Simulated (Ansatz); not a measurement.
Band structure of Mg6ZnSb (Amm2, 8 atoms in the cell).

```xyz
8
Lattice="5.1938 0.0000 0.0000 0.0000 3.2354 5.2775 0.0000 -3.2354 5.2775" Properties=species:S:1:pos:R:3 pbc="T T T"
Mg     2.5969     1.6145     6.1691
Mg     2.5969    -1.6145     6.1691
Mg     0.0000     1.6647     4.3806
Mg     0.0000    -1.6647     4.3806
Mg     0.0000     0.0000     7.0553
Mg     0.0000     0.0000     1.7593
Zn     2.5969     0.0000     8.7763
Sb     2.5969     0.0000     3.5296
```

Computed with PBEsol, PAW files made with PBE (plane waves; Ansatz, a program for electronic structure).

Settings: kpoints.mp_grid.grid = 3 3 3; hamiltonian.xc = pbesol; hamiltonian.pseudopotentials = {kind: paw} (the program's default PAW files); scf.occupations.method = gaussian; scf.occupations.width = 0.0037 Ry; kpoints.band_path.npoints = 8.

The starting cell comes from a database of computed structures (which also holds hypothetical and non-ambient phases and stackings), without a prior relaxation at this level. Spin-orbit coupling is off.

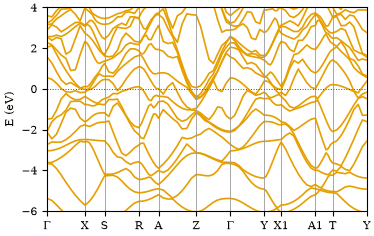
Figure. Bands along the path, energies from the Fermi level.

Levels in eV from the Fermi level, bands 40 to 47:
```tsv
point	40	41	42	43	44	45	46	47
Γ	-2.73	-2.13	-2.09	-1.49	0.55	1.57	2.05	2.27
X	-1.76	-1.62	-0.77	-0.37	-0.17	-0.03	0.12	2.33
S	-1.63	-1.18	-0.77	-0.48	0.46	0.61	1.25	1.36
R	-2.76	-2.24	-1.91	0.11	1.08	1.64	1.87	2.18
A	-3.90	-1.44	-0.63	-0.36	0.01	0.78	1.93	3.12
Z	-2.29	-1.18	-1.10	-1.07	-0.96	-0.53	-0.41	-0.41
Y	-1.61	-1.29	-0.48	-0.17	0.37	0.56	0.64	1.41
X1	-1.76	-1.62	-0.77	-0.37	-0.17	-0.03	0.12	2.33
A1	-3.90	-1.44	-0.63	-0.36	0.01	0.78	1.93	3.12
T	-3.64	-2.65	-2.10	0.21	1.42	1.93	2.23	2.49
```

Bands cross the Fermi level along this path, so the cell is metallic at this level.

Keys are those of Ansatz 0.2.
